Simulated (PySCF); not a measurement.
C$_{5}$H$_{10}$GeO

```xyz
17

C     2.6306   -0.4252    0.2468
O     1.6609   -0.0245   -0.6732
C     0.3760   -0.5068   -0.3438
C    -0.5836   -0.1755   -1.4477
C    -1.7626    0.3598   -1.1768
C    -2.1696    0.6461    0.2377
Ge   -0.4928    0.3621    1.2588
H     2.7296   -1.5185    0.2735
H     2.3759   -0.0762    1.2612
H     3.5726    0.0198   -0.0672
H     0.4224   -1.6037   -0.2239
H    -0.2563   -0.3823   -2.4550
H    -2.4662    0.5975   -1.9627
H    -2.9477   -0.0536    0.5502
H    -2.5950    1.6469    0.3191
H     0.1596    1.6443    1.7026
H    -0.6610   -0.4983    2.4908
```

Geometry: GFN2-xTB.

These are results of CAM-B3LYP/def2-SVPD, SCF density, gas phase (PySCF 2.14.0), not measurements.

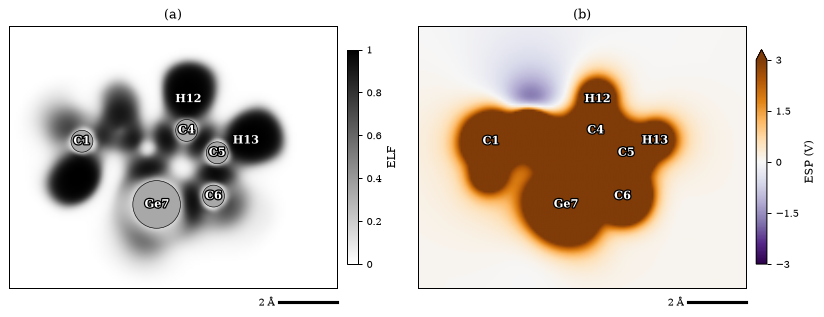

Figure 1. (a) electron localisation function; (b) molecular electrostatic potential on the plane of atoms C5, C6 and Ge7. Grey discs cover the atomic cores in the ELF map.

Question: Read the bonding off the picture.

Answer:
- The section cuts through C, Ge and H sites.
- C–C (1.32 Å): the ELF peaks at about 0.95 between the atoms: a short, multiple covalent bond.
- C–Ge (1.98 Å): the ELF peaks at about 0.95 in the valence shell of C, 0.7 Å from its nucleus, and is about 0.70 at the midpoint.
- C–H (1.08 Å): the ELF climbs to about 1 towards the hydrogen, as it does in any bond to H (a covalent bond by its length).
- C–C (1.50 Å): the ELF peaks at about 0.95 between the atoms, as expected for a shared electron pair.
- The ELF also peaks beside O2, away from the bonds: lone-pair regions.
- Outside the dense part of the molecule the potential is most negative (−1.7 V) near O2, which lies off the plane.

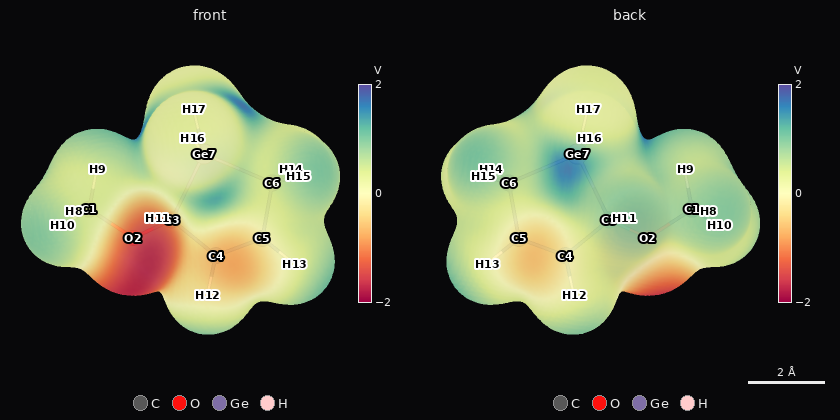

Figure 2. The electrostatic potential painted on the density surface at 0.004 e/bohr³, seen from the front and from behind; red is negative and blue positive.

Question: Where is the surface potential most negative and most positive?

Answer: The most negative region (about −1.8 V, or −42 kcal/mol for a unit charge) lies over O2, the most positive (about +1.6 V, or +37 kcal/mol for a unit charge) over Ge7. O2 is the likeliest acceptor of a hydrogen bond.

Question: What dipole moment does the calculation give?

Answer: Its dipole moment is 1.13 D.
